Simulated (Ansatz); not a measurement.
# C3F6 (hexafluoropropylene) at 6 levels

Wanted: a comparison of 6 runs (HF/3-21G, HF/def2-SVP, HF/def2-SVPD, B3LYP/6-31G*, PBE/cc-pVTZ) of C3F6 (hexafluoropropylene). 

Program for the calculation: Ansatz 0.2.0.

9 further runs of the same task are left out: 2 for a known fault of the program, 2 that didn't finish, 5 set aside as unsound or not needed. Runs told in other sessions of the task aren't counted.

### 1 The structure to begin with

C3F6 has 9 atoms, charge 0, and is taken as a singlet. As SMILES, `FC(F)=C(F)C(F)(F)F`. The shape is that of a PBE0-D4/def2-TZVP optimisation.

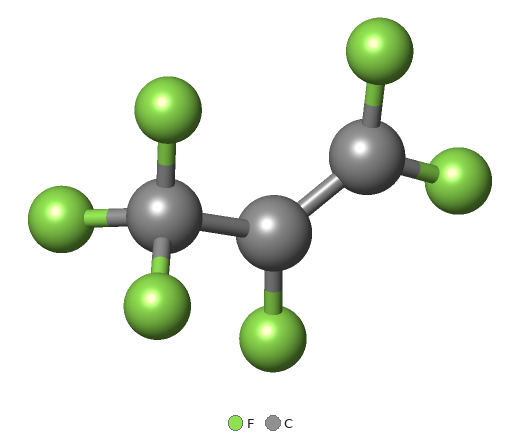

The structure, seen from a chosen angle (fluorine green, carbon grey).

### 2 Energy and gradient at HF/3-21G (run 1)

Contents of run.yaml:

```yaml
crystal:
  periodic: [false, false, false]
  atoms:
    - symbol: F
      position_ang: [2.023520, -0.271130, 0.593250]
    - symbol: C
      position_ang: [1.311770, -0.079850, -0.478440]
    - symbol: F
      position_ang: [2.048190, -0.035240, -1.552840]
    - symbol: C
      position_ang: [-0.006940, 0.057990, -0.514960]
    - symbol: F
      position_ang: [-0.607110, 0.248910, -1.687470]
    - symbol: C
      position_ang: [-0.955770, 0.025720, 0.641250]
    - symbol: F
      position_ang: [-1.850240, -0.954150, 0.485310]
    - symbol: F
      position_ang: [-1.637730, 1.171760, 0.718770]
    - symbol: F
      position_ang: [-0.325700, -0.164010, 1.795120]
basis:
  gaussian:
    orbitals: 3-21G.json
hamiltonian:
  xc: hf
output:
  forces: true
  orbitals: {seedname: orbitals}
accuracy: high
```

The basis set 3-21G is read from a file made from the Basis Set Exchange's data (not shown).

Started as:

```bash
ansatz run run.yaml --threads 1 --pin off --max-ram 3480MiB --events-out events.jsonl --progress --plain --runs-dir runs
```

The program printed:

```text
Warning: RAYON_NUM_THREADS=1 ignored (pool sized by the plan → 1); use --threads N
Functional definition: HF
  name "HF"
  exchange = exact_x
  correlation = 0
1820 factors; integrals over basis functions are off by at most 4.2e-9 eV
mean field evaluation 1: about -19214.2358 eV, gradient 4.9e1 eV
mean field evaluation 2: about -19214.9489 eV, gradient 5.0e1 eV
mean field evaluation 4: about -19220.4511 eV, gradient 3.8e0 eV
mean field evaluation 8: about -19220.5246 eV, gradient 3.7e-1 eV
mean field evaluation 16: about -19220.5251 eV, gradient 3.6e-7 eV
mean field -19220.52514845 eV, -706.3412710658 hartree, gradient 1.8e-8 eV, S^2 0.000000; 0 other end points of the search recorded, 0 dependent functions left out
the calculation of the forces begins
reference -19220.52514845 eV, -706.3412710658 hartree; 36, 36 occupied and 45, 45 virtual orbitals, 1820 factors
Total energy: -19220.52514845 eV, -706.3412710658 hartree
Atom 0 at     2.023520    -0.271130     0.593250 Å, force     0.529382    -0.165534     1.009030 eV/Å
Atom 1 at     1.311770    -0.079850    -0.478440 Å, force    -3.158963     0.296782     0.211759 eV/Å
Atom 2 at     2.048190    -0.035240    -1.552840 Å, force     0.682039     0.042407    -1.004645 eV/Å
Atom 3 at    -0.006940     0.057990    -0.514960 Å, force     1.921128    -0.345652     1.361353 eV/Å
Atom 4 at    -0.607110     0.248910    -1.687470 Å, force    -0.599843     0.186708    -1.133945 eV/Å
Atom 5 at    -0.955770     0.025720     0.641250 Å, force     0.844013     0.008896    -0.850518 eV/Å
Atom 6 at    -1.850240    -0.954150     0.485310 Å, force    -0.408944    -0.411747    -0.114994 eV/Å
Atom 7 at    -1.637730     1.171760     0.718770 Å, force    -0.317745     0.498676    -0.015779 eV/Å
Atom 8 at    -0.325700    -0.164010     1.795120 Å, force     0.508933    -0.110536     0.537738 eV/Å
Dipole moment:     0.247504    -0.022724    -0.020584 e Å
```

Wall time 2.7 s (1 thread of Arm Neoverse V2, shared host); peak memory 0.24 GiB.

### 3 Energy and forces at HF/def2-SVP (run 2)

Contents of molecule.yaml:

```yaml
crystal:
  periodic: [false, false, false]
  atoms:
    - symbol: F
      position_ang: [2.023520, -0.271130, 0.593250]
    - symbol: C
      position_ang: [1.311770, -0.079850, -0.478440]
    - symbol: F
      position_ang: [2.048190, -0.035240, -1.552840]
    - symbol: C
      position_ang: [-0.006940, 0.057990, -0.514960]
    - symbol: F
      position_ang: [-0.607110, 0.248910, -1.687470]
    - symbol: C
      position_ang: [-0.955770, 0.025720, 0.641250]
    - symbol: F
      position_ang: [-1.850240, -0.954150, 0.485310]
    - symbol: F
      position_ang: [-1.637730, 1.171760, 0.718770]
    - symbol: F
      position_ang: [-0.325700, -0.164010, 1.795120]
basis:
  gaussian: {orbitals: def2-SVP}
hamiltonian: {xc: hf}
accuracy: high
output: {forces: true, orbitals: {seedname: orbitals}}
```

Started as:

```bash
ansatz run molecule.yaml --threads 1 --pin off --max-ram 3480MiB --events-out events.jsonl --progress --plain --runs-dir runs
```

The program printed, cut to the lines that bear on the results:

```text
Warning: RAYON_NUM_THREADS=1 ignored (pool sized by the plan → 1); use --threads N
[... 2 set-up lines as earlier in the session ...]
[...]
2829 factors; integrals over basis functions are off by at most 5.9e-9 eV
[...]
mean field -19309.61929792 eV, -709.6154206685 hartree, gradient 2.7e-8 eV, S^2 0.000000; 0 other end points of the search recorded, 0 dependent functions left out
[...]
reference -19309.61929792 eV, -709.6154206685 hartree; 36, 36 occupied and 90, 90 virtual orbitals, 2829 factors
Total energy: -19309.61929792 eV, -709.6154206685 hartree
Atom 0 at     2.023520    -0.271130     0.593250 Å, force    -0.588608     0.164412    -0.940195 eV/Å
Atom 1 at     1.311770    -0.079850    -0.478440 Å, force     0.254986    -0.006521    -0.174793 eV/Å
Atom 2 at     2.048190    -0.035240    -1.552840 Å, force    -0.602425    -0.050006     1.000316 eV/Å
Atom 3 at    -0.006940     0.057990    -0.514960 Å, force     0.655006    -0.009354    -0.514853 eV/Å
Atom 4 at    -0.607110     0.248910    -1.687470 Å, force     0.327586    -0.115767     0.743388 eV/Å
Atom 5 at    -0.955770     0.025720     0.641250 Å, force    -1.057404     0.012501     0.851724 eV/Å
Atom 6 at    -1.850240    -0.954150     0.485310 Å, force     0.921901     0.994546     0.189769 eV/Å
Atom 7 at    -1.637730     1.171760     0.718770 Å, force     0.705607    -1.172795    -0.048261 eV/Å
Atom 8 at    -0.325700    -0.164010     1.795120 Å, force    -0.616648     0.182983    -1.107096 eV/Å
Dipole moment:     0.245995    -0.023798    -0.009617 e Å
```

It took 9.9 s on 1 thread of Arm Neoverse V2, shared host; peak memory 0.5 GiB.

Run 3 isn't shown in full; the table further down has it.

### 4 Energy and gradient at B3LYP/6-31G(d) (spherical functions) (run 4)

Contents of in.yaml:

```yaml
crystal:
  periodic: [false, false, false]
  atoms:
    - {symbol: F, position_ang: [2.023520, -0.271130, 0.593250]}
    - {symbol: C, position_ang: [1.311770, -0.079850, -0.478440]}
    - {symbol: F, position_ang: [2.048190, -0.035240, -1.552840]}
    - {symbol: C, position_ang: [-0.006940, 0.057990, -0.514960]}
    - {symbol: F, position_ang: [-0.607110, 0.248910, -1.687470]}
    - {symbol: C, position_ang: [-0.955770, 0.025720, 0.641250]}
    - {symbol: F, position_ang: [-1.850240, -0.954150, 0.485310]}
    - {symbol: F, position_ang: [-1.637730, 1.171760, 0.718770]}
    - {symbol: F, position_ang: [-0.325700, -0.164010, 1.795120]}
basis:
  gaussian: {orbitals: 6-31G_st_-spherical.json}
hamiltonian: {xc: {name: B3LYP}}
accuracy: high
output: {forces: true, orbitals: {seedname: orbitals}}
```

The basis set 6-31G* is read from a file made from the Basis Set Exchange's data (not shown).

Started as:

```bash
ansatz run in.yaml --threads 1 --pin off --max-ram 3480MiB --events-out events.jsonl --progress --plain --runs-dir runs
```

The program printed, cut to the lines that bear on the results:

```text
Warning: RAYON_NUM_THREADS=1 ignored (pool sized by the plan → 1); use --threads N
Functional definition: B3LYP
  name "B3LYP"
[...]
2919 factors; integrals over basis functions are off by at most 3.2e-9 eV
[...]
mean field -19409.76450837 eV, -713.2956892718 hartree, gradient 2.1e-8 eV, S^2 0.000000; 0 other end points of the search recorded, 0 dependent functions left out
[...]
reference -19409.76453403 eV, -713.2956902148 hartree; 36, 36 occupied and 90, 90 virtual orbitals, 2919 factors
Total energy: -19409.76453403 eV, -713.2956902148 hartree
Atom 0 at     2.023520    -0.271130     0.593250 Å, force     0.374864    -0.122939     0.766499 eV/Å
Atom 1 at     1.311770    -0.079850    -0.478440 Å, force    -0.351705     0.037574    -0.017828 eV/Å
Atom 2 at     2.048190    -0.035240    -1.552840 Å, force     0.413442     0.037051    -0.711514 eV/Å
Atom 3 at    -0.006940     0.057990    -0.514960 Å, force    -0.052491    -0.043260     0.439793 eV/Å
Atom 4 at    -0.607110     0.248910    -1.687470 Å, force    -0.314965     0.098870    -0.603404 eV/Å
Atom 5 at    -0.955770     0.025720     0.641250 Å, force     0.211080     0.018229    -0.357497 eV/Å
Atom 6 at    -1.850240    -0.954150     0.485310 Å, force    -0.402240    -0.458509    -0.111920 eV/Å
Atom 7 at    -1.637730     1.171760     0.718770 Å, force    -0.302002     0.541409    -0.002378 eV/Å
Atom 8 at    -0.325700    -0.164010     1.795120 Å, force     0.424018    -0.108425     0.598248 eV/Å
Dipole moment:     0.210379    -0.018549    -0.024410 e Å
```

Run time: 21 s. Hardware: 1 thread of Arm Neoverse V2, shared host; peak memory 0.58 GiB.

Run 5 isn't shown in full; the table further down has it.

### 5 Energy and forces at PBE/cc-pVTZ (run 6)

in.yaml: that of step 4 with these lines changed.

```diff
@@ -13,5 +13,13 @@
 basis:
-  gaussian: {orbitals: 6-31G_st_-spherical.json}
-hamiltonian: {xc: {name: B3LYP}}
+  gaussian:
+    orbitals: cc-pVTZ
+total_charge: 0
+magnetization:
+  spin_polarized: false
+  initial_magnetization: 0
+hamiltonian:
+  xc: {name: PBE}
 accuracy: high
-output: {forces: true, orbitals: {seedname: orbitals}}
+output:
+  forces: true
+  orbitals: {seedname: orbitals}
```

Started as:

```bash
ansatz run in.yaml --threads 1 --pin off --max-ram 3480MiB --events-out events.jsonl --progress --plain --runs-dir runs
```

The program printed, cut to the lines that bear on the results:

```text
Warning: RAYON_NUM_THREADS=1 ignored (pool sized by the plan → 1); use --threads N
Functional definition: PBE
  name "PBE"
[...]
4799 factors; integrals over basis functions are off by at most 3.2e-9 eV
[...]
mean field -19399.41960287 eV, -712.9155210065 hartree, gradient 4.4e-8 eV, S^2 0.000000; 0 other end points of the search recorded, 0 dependent functions left out
[...]
reference -19399.41960506 eV, -712.9155210872 hartree; 36, 36 occupied and 234, 234 virtual orbitals, 4799 factors
Total energy: -19399.41960506 eV, -712.9155210872 hartree
Atom 0 at     2.023520    -0.271130     0.593250 Å, force     0.515649    -0.144197     0.828596 eV/Å
Atom 1 at     1.311770    -0.079850    -0.478440 Å, force    -0.132025     0.010538     0.025977 eV/Å
Atom 2 at     2.048190    -0.035240    -1.552840 Å, force     0.537870     0.038640    -0.839570 eV/Å
Atom 3 at    -0.006940     0.057990    -0.514960 Å, force    -0.304611    -0.015969     0.423473 eV/Å
Atom 4 at    -0.607110     0.248910    -1.687470 Å, force    -0.373949     0.119911    -0.739867 eV/Å
Atom 5 at    -0.955770     0.025720     0.641250 Å, force     0.455468     0.008361    -0.487656 eV/Å
Atom 6 at    -1.850240    -0.954150     0.485310 Å, force    -0.678772    -0.743225    -0.138131 eV/Å
Atom 7 at    -1.637730     1.171760     0.718770 Å, force    -0.516821     0.873409     0.039359 eV/Å
Atom 8 at    -0.325700    -0.164010     1.795120 Å, force     0.497192    -0.147466     0.887819 eV/Å
Dipole moment:     0.217631    -0.017667    -0.039160 e Å
```

Wall time 62 s (1 thread of Arm Neoverse V2, shared host); peak memory 1.9 GiB.

### 6 All runs side by side

```csv
run,level,Cartesian functions,energy (Eh),dipole moment (D),HOMO energy (eV),LUMO energy (eV),wall time
1,HF/3-21G,no,-706.341271,1.20,-11.72,3.39,2.7 s
2,HF/def2-SVP,no,-709.615421,1.19,-11.76,3.64,9.9 s
3,HF/def2-SVPD,no,-709.657254,1.14,-11.84,2.21,35 s
4,B3LYP/6-31G* (spherical functions),no,-713.295690,1.02,-7.52,-0.20,21 s
5,B3LYP/6-31G* (Cartesian functions),yes,-713.302771,1.02,-7.53,-0.20,22 s
6,PBE/cc-pVTZ,no,-712.915521,1.07,-6.70,-1.29,62 s
```

### 7 What came out

```
                       quantity          value
            run 6: total energy  -712.91552 Eh
           run 6: dipole moment         1.07 D
             run 6: HOMO energy       -6.70 eV
             run 6: LUMO energy       -1.29 eV
           run 6: HOMO–LUMO gap        5.41 eV
run 6: largest force on an atom     1.028 eV/Å
```

What this shows: The dipole moment (its size) runs from 1.02 D (B3LYP/6-31G*) to 1.20 D (HF/3-21G). The two ends differ in method and basis. The HOMO–LUMO gap runs from 5.41 eV (PBE/cc-pVTZ) to 15.39 eV (HF/def2-SVP). Totals of different functionals can't be ranked against each other. All runs together took 2.5 min, the longest 62 s.
